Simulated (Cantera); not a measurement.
Charge: 1 mol TEOS, 0.99 mol N2O, 180 mol N2, equilibrated at 13300 Pa.

Method: chemical equilibrium by Gibbs-energy minimisation in Cantera with the NASA 1993 tables (ideal gas, pure condensed phases). Candidate condensed phases: C, C6H6, C7H8, C8H18, H2O, Si, SiC, SiO2, Si2N2O, Si3N4; 151 gas species. The feed counts by its element totals alone. Mutual solubility and eutectic melting of coexisting phases are not modelled. The tables hold silica as quartz up to 1696 K and as liquid above; real silica turns to tridymite and cristobalite and melts near 1996 K. The numbers say what is thermodynamically allowed, not how fast it happens.

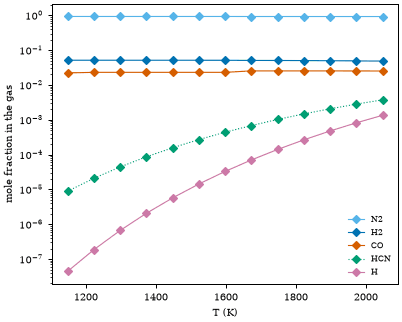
Equilibrium gas composition (values under 1e-9 drawn at 1e-9)

At 1148 K the condensed part is C(graphite) + SiO2(β-quartz) + Si2N2O(s). From 1223 K to 1598 K the condensed part is C(graphite) + Si2N2O(s). From 1673 K to 2048 K the condensed part is C(graphite) + SiC(s).
